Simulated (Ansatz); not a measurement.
| atom | x (Å) | y (Å) | z (Å) |
| --- | --- | --- | --- |
| C | -1.1461 | -0.9527 | 0.8165 |
| S | 0.6824 | -1.5768 | 3.6585 |
| S | -2.4944 | -3.0565 | 2.8148 |
| Si | -0.8387 | -1.7837 | 2.4530 |
| H | -1.2483 | -1.7069 | 0.0204 |
| H | -0.3116 | -0.2799 | 0.5766 |
| H | -2.0826 | -0.3743 | 0.8548 |
| H | -2.0049 | -3.4878 | 3.9984 |

Geometry: PBE0-D3(BJ)/def2-SVP.

Computed with isolated molecule in a Gaussian basis; Kohn-Sham density functional theory, functional PBE0 (Ansatz).

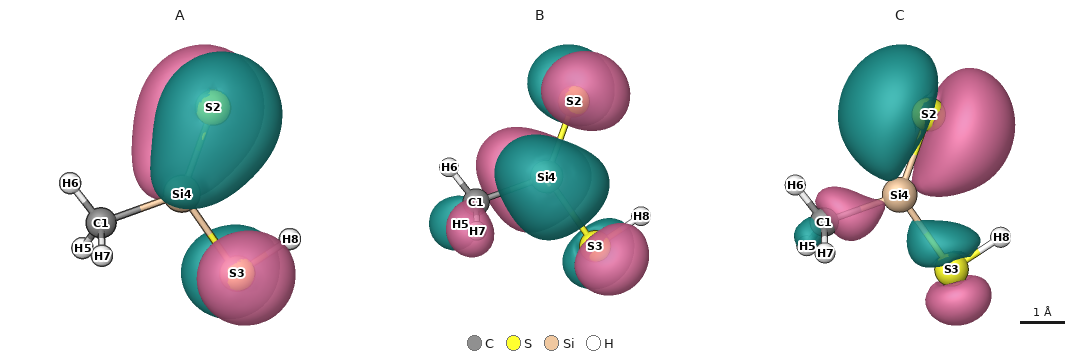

CH₄S₂Si (SMILES C[Si](=S)S). Three frontier orbitals at ±0.08 Å⁻³ᐟ² (teal and pink are the two phases), in no order.

### Which picture is the HOMO−1, the HOMO and the LUMO?

A is the HOMO−1 (−7.41 eV). It lies mainly on S2 (about 65 %), S3 (about 20 %) and Si4 (about 15 %). C is the HOMO (−7.02 eV). It lies mainly on S2 (about 80 %) and Si4 (about 10 %); largely a lone pair of S2. B is the LUMO (−1.67 eV). By Hirshfeld shares it lies mainly on Si4 (about 50 %), S2 (about 25 %), S3 (about 15 %) and C1 (about 5 %).

### What is the HOMO–LUMO gap?

5.35 eV between the orbital energies.
